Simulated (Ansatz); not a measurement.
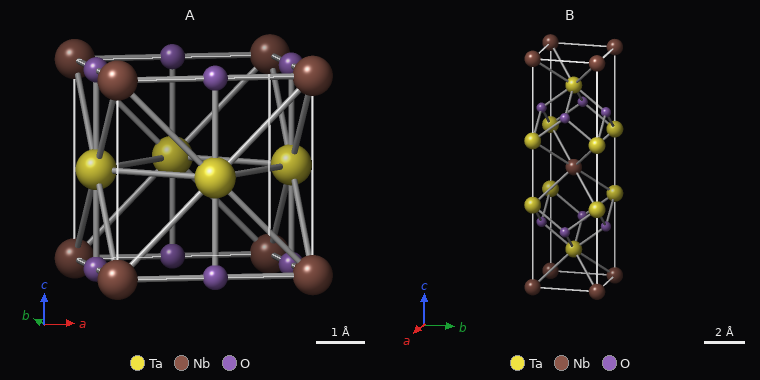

Two structures of Ta2NbO2, each relaxed to rest (conventional cells in solid outline, small ones repeated, not to one scale). Method: DFT PBE, scalar-relativistic, plane waves, PAW in Ansatz, without spin polarisation.

**Name structures A and B.**

A: 5 atoms a cell on a primitive tetragonal lattice, P4/mmm. B: ThCr₂Si₂ type, I4/mmm.

**Which structure wins energetically, and by what margin?**

A is lower, by 261 meV/atom at this level of theory (energies at zero smearing). Volumes: A 14.7, B 13.9 Å³/atom.

One or both may be structure types tried for this composition rather than known phases.
